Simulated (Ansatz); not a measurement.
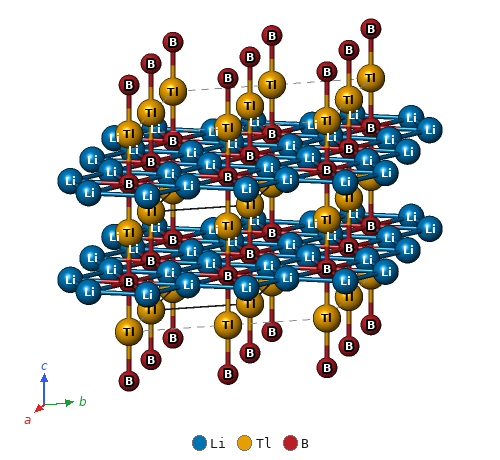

Li2TlB (space group P6/mmm, No. 191): the geometry relaxed with DFT PBE, scalar-relativistic, plane waves, PAW in Ansatz; the starting structure was generated, so it need not be a known form of this composition.

Bonds are taken as B–Li below 2.8 Å, B–Tl below 2.4 Å and Li–Li below 2.8 Å. Atoms with one bond or none are removed and atoms with two bonds are replaced by edges, until no such atom is left.

### What kind of net remains, and which atoms are its nodes?

A binodal (6,8)-connected, three-periodic net: Li is a 6-connected node; B is an 8-connected node, in the ratio 2:1. Tl becomes part of the edges.

### Is the net interpenetrated?

It is a single net, without interpenetration.

### How many nodes does the smallest cycle have?

Three.
